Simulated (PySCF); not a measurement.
## Electronic structure of InN (triplet) in real space

```yaml
atoms:
  - { symbol: In, position_ang: [0.0000, 0.0000, -0.2431] }
  - { symbol: N, position_ang: [0.0000, 0.0000, 1.9949] }
```

Core potentials replace the inner electrons of In.

Theory: PBE0/def2-SVPD, non-relativistic Hamiltonian with scalar-relativistic core potentials where named, at a bond length of 2.238 Å in PySCF 2.14.0.

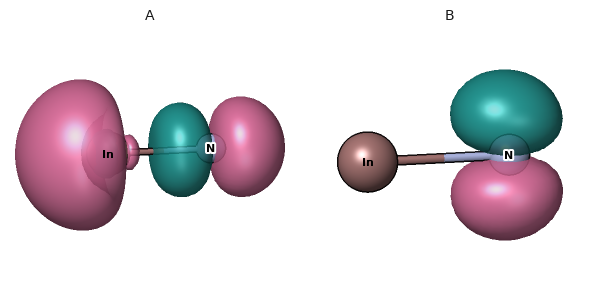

Figure 1. Two frontier α-spin orbitals, each drawn at the value that holds 80 % of its norm (teal and pink are the two phases), in no order; of a degenerate pair one member is drawn.

Q: Label each orbital by symmetry, say whether it is occupied, and order them by energy.

A: Orbital B: π, occupied in this spin, −8.27 eV; mainly on N (90 %).
Orbital A: σ, occupied in this spin, −6.26 eV; shared between the atoms (In 45 %, N 55 %).

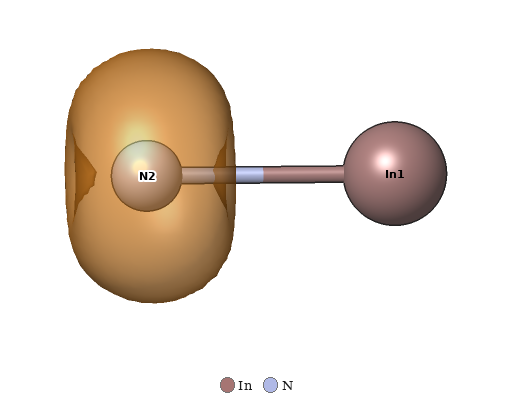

Figure 2. Isosurface of the spin density (α minus β) at +0.08 e/Å³ (orange), seen from one side.

Q: Which atoms carry the spin?

A: The unpaired spin (2 electrons) lies mostly on N2 (about 1.9) and In1 (about 0.1), in electrons by Hirshfeld's partition.

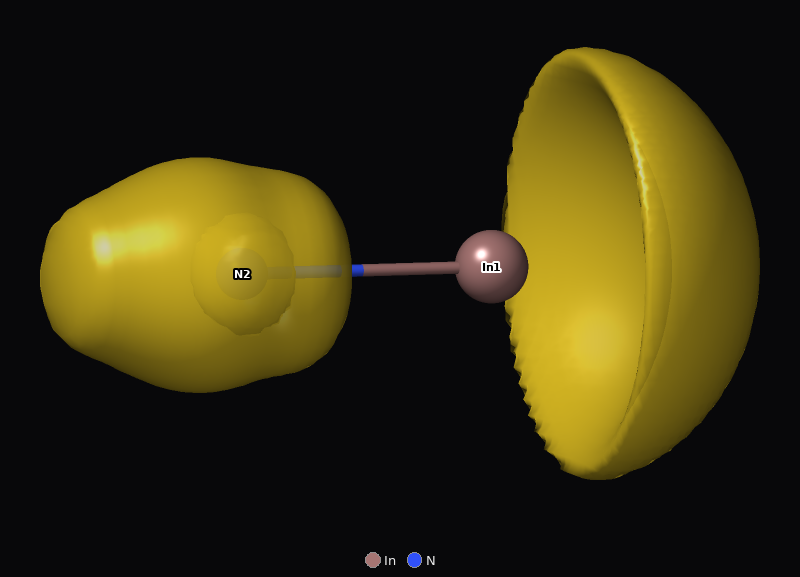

Figure 3. Isosurface of the ELF at 0.75 (yellow), seen from one side. Core shells and regions of very low density are left out.

Q: What do the ELF domains correspond to?

A: The surface consists of one lobe on In, pointing away from the bonds (non-bonding electrons) and one lobe on N, pointing away from the bonds (non-bonding electrons). Profiles from the grid: In–N (2.24 Å): the ELF is about 0.20 at the midpoint.
